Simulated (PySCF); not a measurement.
The calculation's input:

```
{"job": {"kind": "nmr", "xc": "PBE0", "basis": "pcSseg-1"}, "charge": 0, "multiplicity": 1}
C      3.329976    -0.454812    -0.948217
C      2.474999     0.456472    -0.143927
S      2.028789     1.926196    -0.703421
C      1.952793    -0.002579     1.140750
Cl     2.964975    -1.242700     1.931277
Si     0.220333    -0.868283     0.923346
C     -1.046990     0.361383     0.238420
C     -2.376208    -0.310873    -0.108977
Si    -3.652793     0.926600    -0.793489
H      2.879260    -1.445425    -1.007899
H      4.299473    -0.570549    -0.460368
H      3.481614    -0.051750    -1.945999
H      1.849433     0.823112     1.842116
H     -0.122370    -1.342883     2.264643
H      0.460736    -1.995060     0.016585
H     -0.651061     0.854965    -0.652025
H     -1.227406     1.155762     0.966626
H     -2.771199    -0.807010     0.778999
H     -2.197697    -1.100893    -0.839668
H     -3.104675     1.557515    -1.994290
H     -3.917029     1.942760     0.226547
H     -4.885362     0.207437    -1.117240
```

Launched as:

```sh
OMP_NUM_THREADS=1 python probes_run.py task.json out
```

Geometry: GFN2-xTB.

These are results of PySCF, PBE0/pcSseg-1, SCF density, gas phase, non-relativistic, not measurements.

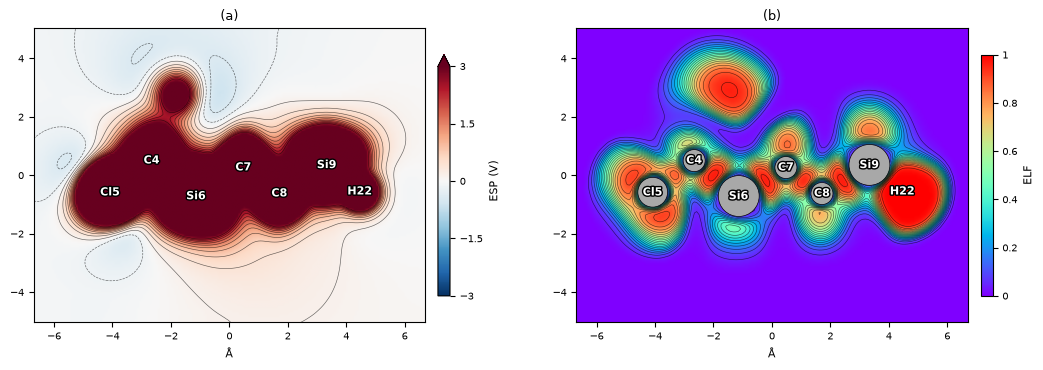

C$_{5}$H$_{13}$ClSSi$_{2}$ (SMILES CC(=S)[C@H](Cl)[SiH2]CC[SiH3]). (a) electrostatic potential; (b) electron localisation function on the plane of atoms Cl5, C4 and Si6. Grey discs cover the atomic cores in the ELF map.

**What do the fields say about this system?**

Atoms in the plane: C, Cl, Si and H. C–Cl (1.79 Å): the ELF peaks at about 0.85 between the atoms: a covalent bond. C–Si (1.89 Å): the ELF peaks at about 0.95 between the atoms (a covalent bond). C–C (1.53 Å): the ELF peaks at about 0.95 between the atoms, as expected for a covalent bond. C–Si (1.95 Å): the ELF peaks at about 0.95 between the atoms; a covalent bond. The ELF also peaks beside Cl5 and S3, away from the bonds: lone-pair regions. Outside the dense part of the molecule the potential is most negative (−0.6 V) near S3, which lies off the plane.
